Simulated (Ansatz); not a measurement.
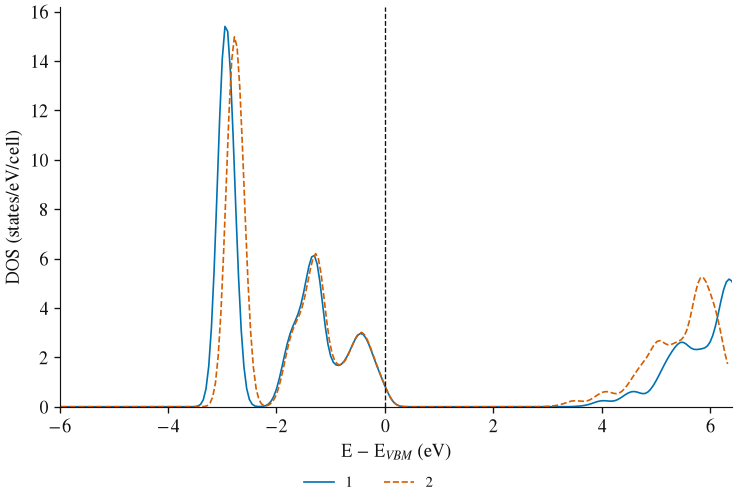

Total densities of states of K₂IF, space group R-3m, 4 atoms in the cell, by two methods on the same cell. The curves are built from the levels of the k mesh with Gaussians 0.3 eV wide, which also blur the band edges. Each is counted from its own valence-band top.

### Which curve is which? The methods: PBE, r2SCAN.

1 is r2SCAN; 2 is PBE. r2SCAN gives a gap of 3.63 eV and PBE gives a gap of 3.10 eV.

Settings. r2SCAN: DFT, r2SCAN, plane waves, PAW, no spin polarisation, 8×8×8 k mesh, 500 eV cutoff (Ansatz 0.2.0). PBE: DFT, PBE, plane waves, PAW, no spin polarisation, 8×8×8 k mesh, 420 eV cutoff, Fermi-Dirac smearing of 0.02 eV (Ansatz).

Spin-orbit coupling is left out, which matters for I.
